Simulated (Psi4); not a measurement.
# HF/3-21G run of InNH3Cl (SMILES [NH2][InH][Cl])

What is the vertical singlet–triplet gap of InNH3Cl at HF/3-21G? Input form: a Python script.

The results are computed with Psi4 1.11.

1 further run of the same task is left out (set aside as unsound or not needed).

## Step 1: Starting point

InNH3Cl has 6 atoms, charge 0, and is taken as a singlet. As SMILES, `[NH2][InH][Cl]`. The shape is that of a PBE0-D4/def2-TZVP optimisation.

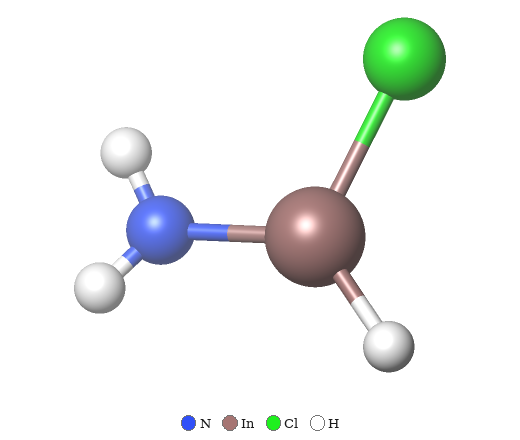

The structure, seen from a chosen angle (nitrogen blue, indium brown, chlorine green, hydrogen white).

## Step 2: The energy at HF/3-21G

The input, job.py:

```python
import psi4

psi4.set_memory(1600000000)
psi4.set_num_threads(1)
psi4.set_output_file('output.dat', False)

mol = psi4.geometry("""
N
In 1 1.995092
Cl 2 2.338841 1 109.21054
H 1 1.007319 2 121.55473 3 -161.39576
H 1 1.008088 4 110.99422 2 -146.64709
H 2 1.693091 1 131.52947 4 23.85832
symmetry c1
""")

psi4.set_options({
    'basis': '3-21G',
    'puream': True,
    'e_convergence': 1e-09,
    'd_convergence': 1e-08,
    'scf_type': 'pk',
})

e_tot, wfn = psi4.energy('scf', return_wfn=True)
print(f'scf energy: {e_tot:.10f} Eh')
```

Launch:

```sh
$ python job.py
```

output.dat, shortened:

```text
[...]
  Running in c1 symmetry.
[...]
  Nuclear repulsion =  348.328235527364825
[...]
  Multiplicity = 1
[...]
  Nalpha       = 38
  Nbeta        = 38
[...]
    Number of basis functions: 59
[...]
   @RHF iter   1: -6227.70386752896593   -3.53090e+00   1.03374e-02 DIIS/ADIIS
[...]
   @RHF iter  11: -6227.98715067144531   -2.72848e-12   7.58579e-09 DIIS
[...]
    Orbital Energies [Eh]
    ---------------------
    Doubly Occupied:
       1A   -991.733441     2A   -148.703304     3A   -138.135063
       4A   -138.134262     5A   -138.133516     6A   -104.058688
       7A    -29.585968     8A    -25.128419     9A    -25.125236
      10A    -25.122450    11A    -17.529323    12A    -17.528673
      13A    -17.526386    14A    -17.524573    15A    -17.523950
      16A    -15.451769    17A    -10.451614    18A     -7.914676
      19A     -7.911972    20A     -7.911798    21A     -5.032279
      22A     -3.504496    23A     -3.502420    24A     -3.496382
      25A     -1.159476    26A     -1.146889    27A     -1.133494
      28A     -1.130710    29A     -1.126883    30A     -1.070836
      31A     -1.026151    32A     -0.633557    33A     -0.571912
      34A     -0.483662    35A     -0.448239    36A     -0.437655
[...]
  @RHF Final Energy: -6227.98715067144531
   => Energetics <=
    Nuclear Repulsion Energy =            348.3282355273648250
    One-Electron Energy =               -9296.9281493600574322
    Two-Electron Energy =                2720.6127631612475852
    Total Energy =                      -6227.9871506714462157
[...]
 Multipole Moments:
 ------------------------------------------------------------------------------------
     Multipole            Electronic (a.u.)      Nuclear  (a.u.)        Total (a.u.)
 ------------------------------------------------------------------------------------
 L = 1.  Multiply by 2.5417464519 to convert [e a0] to [Debye]
 Dipole X            :          0.0221992            0.4281662            0.4503654
 Dipole Y            :          4.7547429           -3.2360194            1.5187235
 Dipole Z            :          3.9911199           -4.7480978           -0.7569779
 Magnitude           :                                                    1.7556667
[...]
```

On the terminal:

```text
scf energy: -6227.9871506714 Eh
```

It took 1.5 s on 1 thread of Intel Xeon 6975P-C (Granite Rapids), shared host; peak memory 0.2 GiB.

## Step 3: The triplet: energy and gradient at UHF/3-21G

The input, clh3inn.xyz:

```xyz
6
ClH3InN
N     -1.020800     0.188100    -0.504100
In     0.792100     0.148600     0.327900
Cl     0.990800    -1.771000     1.649200
H     -1.219400     0.761400    -1.308200
H     -1.558200    -0.664500    -0.526800
H      2.057500     1.273400     0.315800
```

The input, calc.py:

```python
import psi4

psi4.set_memory('1600 MB')
psi4.set_num_threads(1)
psi4.core.set_output_file('run.log', False)

with open('clh3inn.xyz') as f:
    atoms = ''.join(f.readlines()[2:])
geom = psi4.geometry('0 3\n' + atoms + 'symmetry c1')

psi4.set_options({
    'basis': '3-21G',
    'reference': 'uhf',
    'puream': True,
    'e_convergence': 1e-09,
    'd_convergence': 1e-08,
    'scf_type': 'pk',
    'maxiter': 100,
})

e_tot, wfn = psi4.gradient('hf', return_wfn=True)
print('gradient / Eh bohr^-1')
print(e_tot.np.round(6))
print(f'energy = {wfn.energy():.10f} Eh')
```

Launch:

```sh
$ python calc.py
```

run.log, shortened:

```text
[...]
  Running in c1 symmetry.
[...]
  Nuclear repulsion =  348.328211132540332
[...]
  Multiplicity = 3
[...]
  Nalpha       = 39
  Nbeta        = 37
[...]
    Number of basis functions: 59
[...]
   @UHF iter   1: -6227.45467692943566   -3.28171e+00   1.13414e-02 DIIS/ADIIS
[...]
   @UHF iter  19: -6227.85323848489679   -3.54703e-11   9.41584e-09 DIIS
[...]
   @S^2 Observed:                2.015489763E+00
[...]
  @UHF Final Energy: -6227.85323848489679
   => Energetics <=
    Nuclear Repulsion Energy =            348.3282111325403321
    One-Electron Energy =               -9297.0263283950298501
    Two-Electron Energy =                2720.8448787775923847
    Total Energy =                      -6227.8532384848967922
  UHF NO Occupations:
  HONO-2 :   37  A 1.9961330
  HONO-1 :   38  A 1.0000000
[...]
 Multipole Moments:
 ------------------------------------------------------------------------------------
     Multipole            Electronic (a.u.)      Nuclear  (a.u.)        Total (a.u.)
 ------------------------------------------------------------------------------------
 L = 1.  Multiply by 2.5417464519 to convert [e a0] to [Debye]
 Dipole X            :          1.9611300           -4.8978477           -2.9367177
 Dipole Y            :          4.5484212           -2.9129384            1.6354828
 Dipole Z            :         -0.5835055           -0.8517307           -1.4352362
 Magnitude           :                                                    3.6549990
[...]
  -Total Gradient:
     Atom            X                  Y                   Z
    ------   -----------------  -----------------  -----------------
       1        0.073681404682    -0.002410122783     0.027596742739
       2       -0.093820958244     0.002127210759     0.009369440739
       3        0.006500521704     0.025637592231    -0.026722180429
       4        0.005724318687    -0.007983491847     0.003891149282
       5        0.009925947428     0.005513171296    -0.002908080074
       6       -0.002011234215    -0.022884359634    -0.011227072234
[...]
```

On the terminal:

```text
gradient / Eh bohr^-1
[[ 0.073681 -0.00241   0.027597]
 [-0.093821  0.002127  0.009369]
 [ 0.006501  0.025638 -0.026722]
 [ 0.005724 -0.007983  0.003891]
 [ 0.009926  0.005513 -0.002908]
 [-0.002011 -0.022884 -0.011227]]
energy = -6227.8532384849 Eh
```

Wall time 2.4 s (1 thread of Intel Xeon 6975P-C (Granite Rapids), shared host); peak memory 0.2 GiB.

## Step 4: What came out

Level: HF/3-21G.

```
                                        quantity           value
                           singlet: total energy  -6227.98715 Eh
                          singlet: dipole moment          4.46 D
                            singlet: HOMO energy       -10.55 eV
                            singlet: LUMO energy         1.39 eV
                          singlet: HOMO–LUMO gap        11.95 eV
                           triplet: total energy  -6227.85324 Eh
                          triplet: dipole moment          9.29 D
     triplet: HOMO energy (highest over α and β)        -4.78 eV
      triplet: LUMO energy (lowest over α and β)        -0.64 eV
                                   triplet: ⟨S²⟩           2.015
               triplet: largest force on an atom      4.850 eV/Å
vertical energy of the triplet above the singlet        3.644 eV
```

**Reading.** At this shape the triplet lies 3.64 eV (84 kcal/mol) above the singlet. Relativity is left out (singlet) although the molecule holds a heavy atom. Relativity is left out (triplet) although the molecule holds a heavy atom.
